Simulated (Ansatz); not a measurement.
Ligand exchange: SnH2(NH2)2 + C2H7NSi → SnH(NH2)3 + C2H6Si

Species: SnH2(NH2)2, singlet; C2H7NSi `C=C[SiH2]N`, singlet; SnH(NH2)3, singlet; C2H6Si `C=C[SiH3]`, singlet. The partners trade H for NH2: Sn–H and Si–NH2 bonds give way to Sn–NH2 and Si–H.

Shapes, held fixed at every level: PBE0-D4/def2-TZVP. Flexible molecules stand in one conformer, not always the lowest. Programs: Ansatz 0.2.0. The zero-point and thermal change to 298 K, harmonic and unscaled (PBE0-D4/def2-TZVP), is +1.0 kJ/mol.

```
              level                    kind  ΔH(298 K) (kJ/mol)  less CCSD(T)/def2-TZVPP  CPU time (sum over the molecules)
  PBE-D4/def2-TZVPP                     GGA               +41.5                     +1.2                               28 s
B3LYP-D4/def2-TZVPP           global hybrid               +45.2                     +4.9                               46 s
BHLYP-D4/def2-TZVPP           global hybrid               +48.9                     +8.6                               31 s
 wB97M-V/def2-TZVPP  range-separated hybrid               +46.8                     +6.5                            1.8 min
  B2PLYP/def2-TZVPP           double hybrid               +42.9                     +2.6                               54 s
     MP2/def2-TZVPP     perturbation theory               +40.3                      0.0                                  –
 CCSD(T)/def2-TZVPP   coupled cluster or CI               +40.3                      0.0                             17 min
```

The highest level, CCSD(T)/def2-TZVPP, gives ΔH(298 K) = +40.3 kJ/mol; the levels span +40.3 to +48.9. The column of differences is taken from that level and isn't an error. No measured value is set beside it here. For atoms past krypton def2 sets carry core potentials with scalar relativity. Correlated rows may include outer-core shells of Sn, which these sets cover unevenly. Times are processor times on shared x86 and Arm servers, and rough.

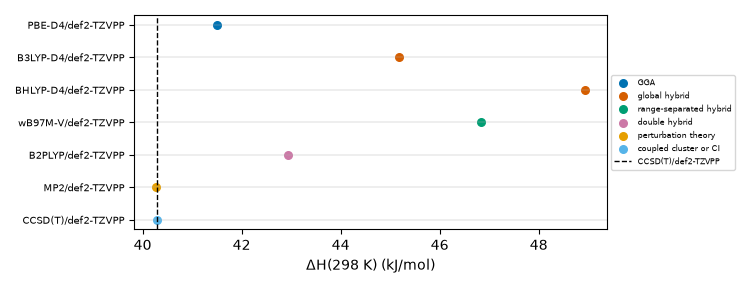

The values of the table, level by level.
